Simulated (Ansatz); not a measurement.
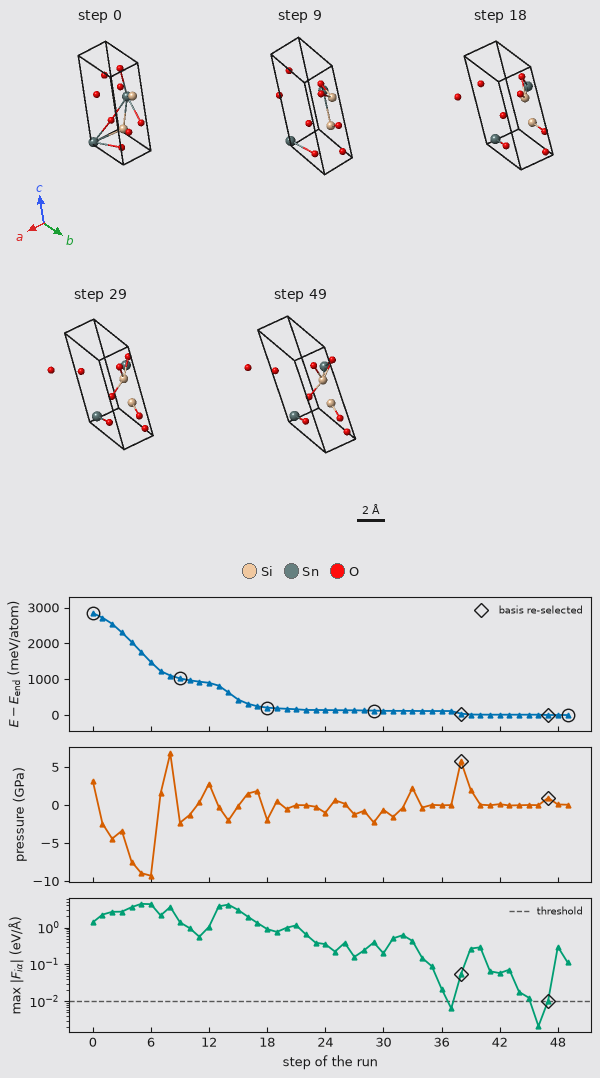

Frames of a relaxation of crystalline SiSnO$_{4}$ (built on the NdInCu4-216 type type), marked on the history of the run. A ball-and-stick model of the cell of the calculation, reduced to other axes, seen slightly off an axis. Lengths and directions refer to the drawn axes.

Case: shaken.

Level of theory: DFT, PBEsol, plane waves, PAW in Ansatz. Set-up: plane-wave cutoff 420 eV; k-point mesh 6 × 6 × 6; occupations fermi dirac; smearing width 0.05 eV; no spin polarisation; cell and atoms relaxed; force threshold 0.01 eV/Å; at most 120 steps.

Q: What happens along the run?

A: The run was cut off at its time limit before the relaxation converged, so the last structure is only a point on the way. The atom that moves furthest relative to the cell is an O atom (2.89 Å roughly along [1 −1 0]). By element the largest moves are O 2.89 Å, Sn 1.04 Å, Si 0.92 Å. Cell: a 4.523 → 5.343 Å (+18.1 %), b 4.523 → 5.460 Å (+20.7 %), c 7.749 → 8.460 Å (+9.2 %), α 89.9° → 97.2°, β 73.7° → 66.6°, γ 60.3° → 58.1°. Volume +33.3 %. Near-neighbour distances that change, for instance: O–Sn 2.570 → 4.667 Å, O–Sn 2.536 → 4.497 Å, O–Sn 2.619 → 4.341 Å, O–Sn 2.523 → 4.152 Å. New bonds form: O–Si (2.37 → 1.65 Å), O–Si (2.47 → 1.62 Å), O–Si (2.49 → 1.63 Å), O–Si (2.55 → 1.69 Å). Bonds break: O–Sn (2.46 → 3.67 Å). Bond angles that change, for instance: Si–Sn–O 61.4° → 134.0°, O–Sn–O 148.6° → 115.9°, Sn–Si–Sn 104.8° → 133.0°. The space group stays P1 (No. 1). After 47 accepted moves (49 points after the start) the energy has fallen by 2847 meV per atom. The largest force component goes from 1.4 to 0.11 eV/Å. Pressure: 3.20 GPa at the start and 0.05 GPa at the end. The SCF was repeated twice at an unchanged geometry on a basis and grid sized afresh for the cell, which shifted the energy by 72.5 meV per atom at most. From step 0 to 9: an O atom moves most (1.46 Å), volume +13.2 %, energy −1825 meV per atom. From step 9 to 18: an O atom moves most (1.26 Å), volume +8.8 %, energy −816 meV per atom. From step 18 to 29: an O atom moves most (0.81 Å), volume −2.0 %, energy −82.8 meV per atom. From step 29 to 49: an O atom moves most (0.57 Å), volume +10.5 %, energy −123 meV per atom.

```csv
step,"E − E(0), meV/atom","largest force component, eV/Å","pressure, GPa","volume, Å³/atom",note
0,0.00,1.3804,3.20,10.863,
1,-128.04,2.2418,-2.42,11.266,
2,-299.64,2.6647,-4.41,11.339,
3,-541.15,2.6880,-3.38,11.181,
4,-803.64,3.5552,-7.42,11.371,
5,-1087.50,4.3840,-8.93,11.443,
6,-1369.48,4.2995,-9.28,11.612,
7,-1618.72,2.1229,1.53,11.365,
8,-1743.69,3.6134,6.80,11.833,
9,-1824.95,1.3822,-2.31,12.301,
10,-1877.10,0.9626,-1.29,12.383,
12,-1946.88,1.0486,2.84,12.404,
14,-2216.81,4.1767,-2.02,12.757,
16,-2531.16,1.9740,1.52,12.818,
18,-2640.54,0.9064,-1.95,13.377,
20,-2671.91,0.9856,-0.50,13.010,
22,-2704.83,0.6499,-0.01,12.671,
24,-2708.01,0.3551,-1.00,12.743,
26,-2713.03,0.3855,0.18,12.719,
28,-2719.16,0.2406,-0.75,12.977,
31,-2730.51,0.5099,-1.54,13.067,
33,-2732.07,0.4325,2.25,12.969,
35,-2734.35,0.0891,0.03,13.063,
37,-2734.41,0.0064,0.00,13.062,
39,-2832.11,0.2698,2.04,13.585,
41,-2836.80,0.0653,-0.02,14.126,
43,-2836.74,0.0723,-0.05,14.197,
45,-2836.79,0.0126,0.02,14.191,
47,-2846.64,0.0104,0.95,14.196,"same geometry, new basis"
49,-2846.68,0.1146,0.05,14.478,
```
